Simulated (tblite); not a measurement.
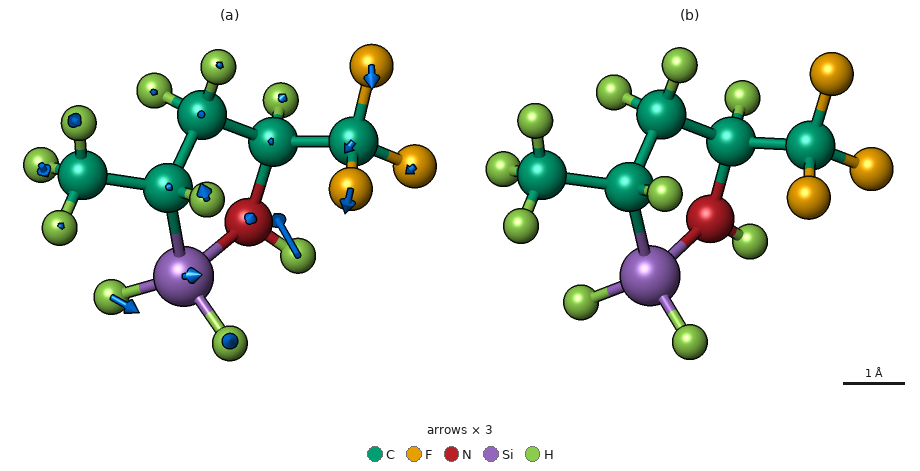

The structure of C5H10F3NSi before (left) and after (right) a relaxation, at one scale. The blue arrows give the displacements, magnified 3 times.

Style: ball-and-stick. Shown at a tilt.

All numbers below come from tblite 0.8.0, GFN2-xTB geometry optimisation, gas phase. 

Question: What changed between the two?

Answer: The atom that moves furthest after the best rigid fit is an H atom (0.47 Å). Largest moves by element: H 0.47 Å, F 0.16 Å, Si 0.14 Å, N 0.09 Å, C 0.09 Å. Near-neighbour distances that change, for instance: C–N 1.516 → 1.434 Å, C–Si 1.931 → 1.909 Å, C–C 1.555 → 1.533 Å, C–H 1.106 → 1.087 Å. Bond angles that change, for instance: Si–N–H 109.6° → 124.8°, N–Si–H 107.7° → 115.9°, H–Si–H 117.5° → 112.7°. The energy falls by 7.98 kcal/mol in 71 geometry steps.
